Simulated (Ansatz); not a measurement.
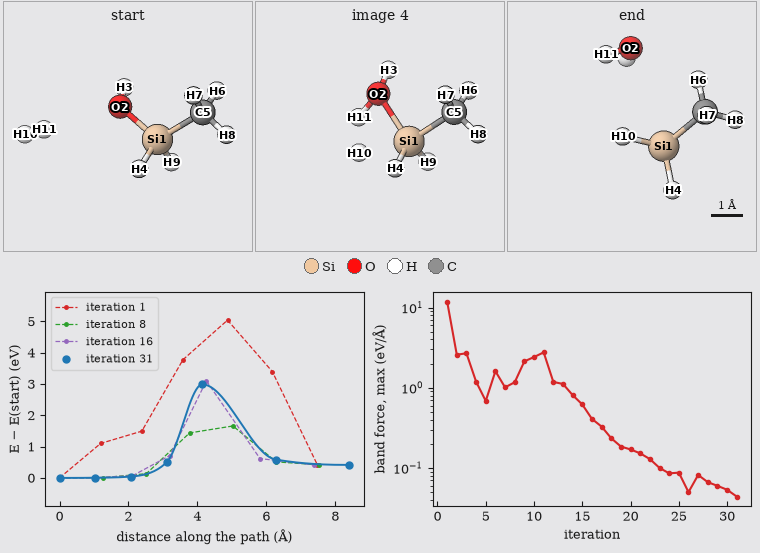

A nudged-elastic-band calculation for CH₈OSi, made up at the start of CH$_{6}$OSi and H₂. Images are numbered from 0 (start) to 6 (end). The plot follows the band through its iterations. The picture is a ball-and-stick view, seen at a tilt.

Method: RHF/def2-SVP in Ansatz 0.2.0. Set-up: 5 movable images; climbing image; force threshold 0.05 eV/Å; iteration limit 60; starting path through a guess of the saddle point.

How did the profile develop, and is the result final?

The result is final at these settings. The band converged in 31 iterations. The largest component of the band force went from 12 to 0.044 eV/Å. The climbing image converged on the top of the path. Its vibrational analysis gives one imaginary mode (1617i cm⁻¹), as a transition state must have. The first iteration put the highest image at 5.04 eV. Forward barrier 2.99 eV, backward barrier 2.57 eV, with image 4 at the top; the reaction energy is +0.42 eV.

Limits of the set-up: the start holds two separate molecules, 2.8 Å apart at their closest, whose relative position is a soft coordinate and is computed without a dispersion correction; Hartree-Fock leaves out electron correlation.

The run took 2.1 min on 1 thread of Intel(R) Xeon(R) 6975P-C (Granite Rapids) (shared host), peak memory 0.16 GiB.
